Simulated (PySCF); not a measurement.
**H11NOSi4: density, localisation and related maps**

```yaml
atoms:
  - { symbol: O, position_ang: [-1.7727, -2.3196, 0.2872] }
  - { symbol: Si, position_ang: [-0.9659, -1.0197, -0.3149] }
  - { symbol: Si, position_ang: [-2.3536, 0.8402, -0.3733] }
  - { symbol: Si, position_ang: [0.8685, -1.0512, 1.0704] }
  - { symbol: N, position_ang: [1.6957, 0.4667, 0.8398] }
  - { symbol: Si, position_ang: [2.2142, 1.2494, -0.6101] }
  - { symbol: H, position_ang: [-2.5894, -2.6399, -0.0851] }
  - { symbol: H, position_ang: [-0.6368, -1.3714, -1.7212] }
  - { symbol: H, position_ang: [-3.4769, 0.7315, -1.3218] }
  - { symbol: H, position_ang: [-1.6288, 2.0565, -0.7489] }
  - { symbol: H, position_ang: [-3.0047, 1.1254, 0.9134] }
  - { symbol: H, position_ang: [1.8182, -2.1680, 0.8744] }
  - { symbol: H, position_ang: [0.5716, -1.0552, 2.5140] }
  - { symbol: H, position_ang: [2.2240, 0.7527, 1.6481] }
  - { symbol: H, position_ang: [1.0915, 1.1788, -1.5451] }
  - { symbol: H, position_ang: [2.5418, 2.6250, -0.2325] }
  - { symbol: H, position_ang: [3.3964, 0.6109, -1.2042] }
```

Geometry: GFN2-xTB.

Method: B3LYP/def2-SVPD, SCF density, gas phase (PySCF 2.14.0).

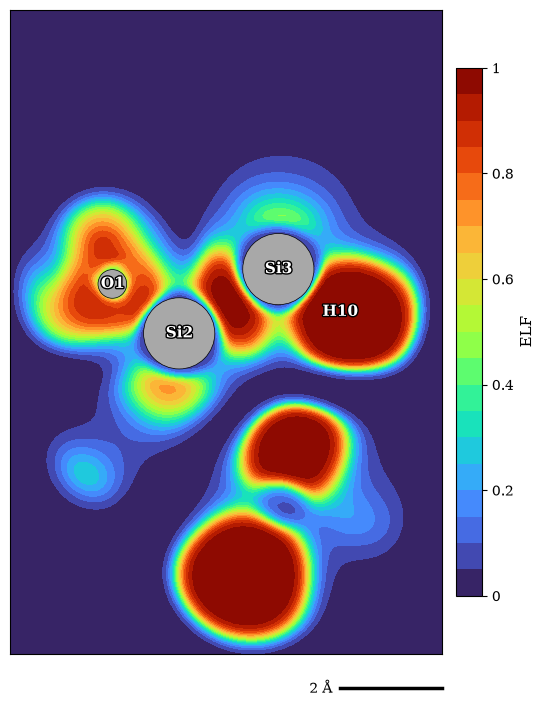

Figure 1. Electron localisation function on the plane of atoms Si2, Si3 and H10. Grey discs cover the atomic cores.

Q: Describe what can be read from this map.

A:
- The section cuts through O, Si and H sites.
- Si–O (1.64 Å): the ELF peaks at about 0.85 between the atoms; a shared but strongly polarised pair.
- Si–Si (2.32 Å): the ELF peaks at about 1 between the atoms (localised, covalent bonding).
- Si–H (1.46 Å): the ELF climbs to about 1 towards the hydrogen, as it does in any bond to H.
- The ELF also peaks beside O1, away from the bonds: lone-pair regions.

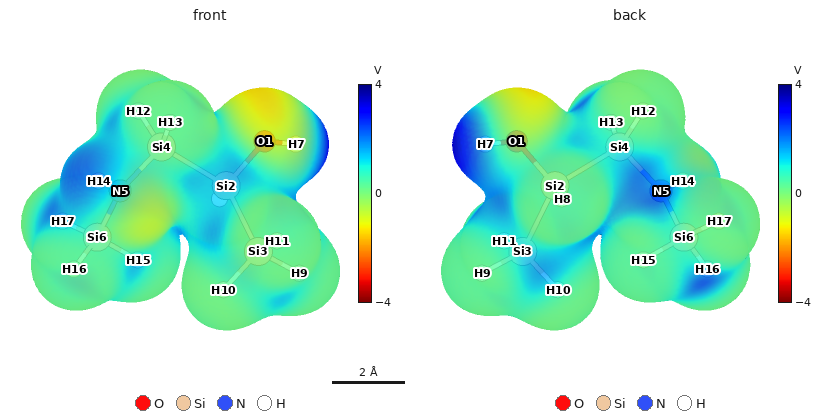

Figure 2. The molecular electrostatic potential painted on the density surface at 0.004 e/bohr³, seen from the front and from behind; red is negative and blue positive.

Q: Which sites attract a positive test charge, and which a negative one?

A: A positive charge is drawn to the negative regions and a negative charge to the positive ones. The most negative region (about −1.3 V) lies over O1, the most positive (about +3.3 V) over H7. O1 is the likeliest acceptor of a hydrogen bond.

Q: What dipole moment does the calculation give?

A: Its dipole moment is 0.32 D.
